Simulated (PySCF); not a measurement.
Consider C3H9BO2 (propylboronic acid).

Input

```
{"job": {"kind": "nmr", "xc": "PBE0", "basis": "pcSseg-1", "pop": false}, "charge": 0, "multiplicity": 1}
C     -2.504300     0.064300    -0.402600
C     -1.148100    -0.553500    -0.266500
C      0.049100     0.486200    -0.389500
B      1.509900    -0.035300     0.013600
O      1.856400    -1.281800     0.313300
O      2.590900     0.822200     0.027400
H     -3.264600    -0.705600    -0.231100
H     -2.635000     0.943100     0.265000
H     -2.622700     0.423400    -1.445300
H     -0.980700    -1.266100    -1.086600
H     -1.020800    -1.201900     0.630400
H      0.088600     0.765400    -1.458200
H     -0.137400     1.468400     0.082100
H      2.744600    -1.392400     0.673100
H      2.564400     1.771800    -0.040200
```

Command:

```sh
OMP_NUM_THREADS=1 python probes_run.py task.json out
```

Geometry: GFN2-xTB, MD frame at 250 fs, 300 K.

All numbers below come from PBE0/pcSseg-1, SCF density, gas phase, non-relativistic in PySCF 2.14.0.

**Predict the electron density and electron localisation function between the atoms.**

B–O (1.33 Å): ρ at the midpoint is about 2.3 e/Å³; the ELF peaks at about 0.90 between the atoms: a short, strongly polar bond.
C–C (1.50 Å): ρ is about 1.7 e/Å³ halfway; the ELF peaks at about 0.95 between the atoms (localised, covalent bonding).
C–B (1.60 Å): ρ at the midpoint is about 1.3 e/Å³; the ELF peaks at about 1 between the atoms; localised, covalent bonding.
O–H (0.95 Å): ρ is about 3.8 e/Å³ halfway; the ELF climbs to about 1 towards the hydrogen, as it does in any bond to H; an ordinary covalent bond to hydrogen.

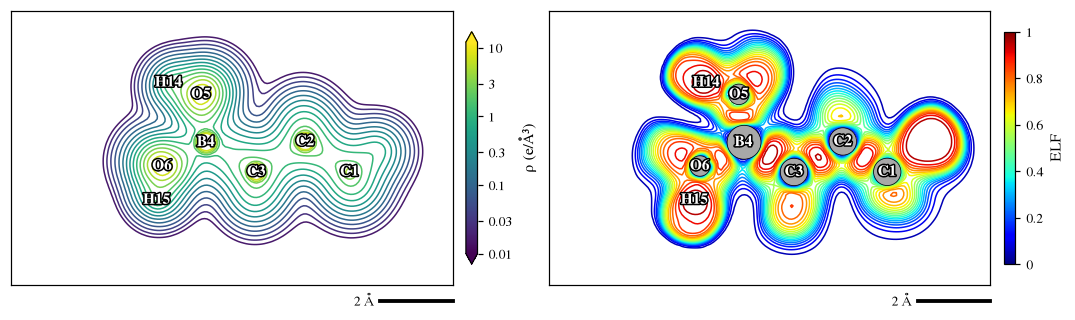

Computed electron density and electron localisation function on the plane of atoms O5, B4 and O6, in this order. Grey discs cover the atomic cores in the ELF map. 
